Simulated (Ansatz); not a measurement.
## Fields on a plane of Sc3SnB (anti-perovskite)

```xyz
5
Lattice="4.6022 0.0000 0.0000 0.0000 4.6022 0.0000 0.0000 0.0000 4.6022" Properties=species:S:1:pos:R:3 pbc="T T T"
Sc     2.3011     0.0000     2.3011
Sc     0.0000     2.3011     2.3011
Sc     2.3011     2.3011     0.0000
Sn     0.0000     0.0000     0.0000
B      2.3011     2.3011     2.3011
```

The slice is a {110} plane (indices of the conventional cell) through the point (0.500, 0.000, 0.500) (fractional), spanned by u = [100] and v = [011] in vectors of this cell: u (4.60 Å) and v (6.51 Å, at 90° to u). It covers one period; positions are fractions (u, v).

Atoms on it: Sc at (0.00, 0.00); Sc at (0.00, 0.50).

The numbers are results of PBEsol (plane waves to 420 eV, PAW, scalar-relativistic; Ansatz, a quantum-chemistry and plane-wave program), not measurements. k mesh 10×10×10. Near the nuclei the fields are pseudised (PAW); where an atom keeps semicore shells as valence, they peak there. At this level the bands of Sc3SnB touch or barely overlap. Sc3SnB is run without spin polarisation. Sc3SnB was relaxed with its symmetry unable to fall.

```
v \ u  0.00  0.15  0.30  0.45  0.60  0.75  0.90
-----  ----  ----  ----  ----  ----  ----  ----
0.96      x  0.71  0.07  0.37  0.31  0.05  0.73
0.86   0.27  0.08  0.30  0.46  0.44  0.18  0.13
0.75   0.32  0.41  0.46  0.47  0.47  0.45  0.37
0.64   0.27  0.08  0.30  0.46  0.44  0.18  0.13
0.54      x  0.71  0.07  0.37  0.31  0.05  0.73
0.43      x  0.54  0.11  0.40  0.35  0.05  0.74
0.32   0.09  0.15  0.39  0.47  0.46  0.32  0.11
0.21   0.20  0.32  0.44  0.47  0.46  0.42  0.26
0.11   0.70  0.20  0.19  0.44  0.40  0.09  0.50
0.00      x  0.73  0.06  0.36  0.29  0.05     x
```

Values: electron localisation function (ELF). Points within 0.5 Å of a nucleus are blanked (x), as the pseudised field means little there.

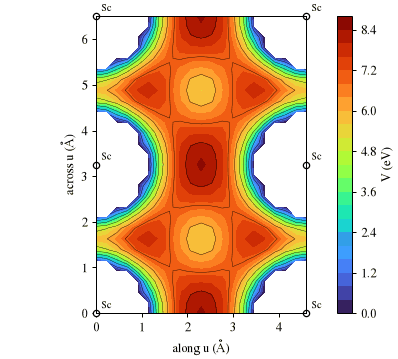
Figure: Electrostatic potential energy of an electron, from the cell's mean, in eV, one period of the plane, atoms marked. Points within 1 Å of a nucleus are left white, as the pseudised field means little there. Values under 0 eV are set to 0. The zero, the cell's mean, hangs on the PAW cores.
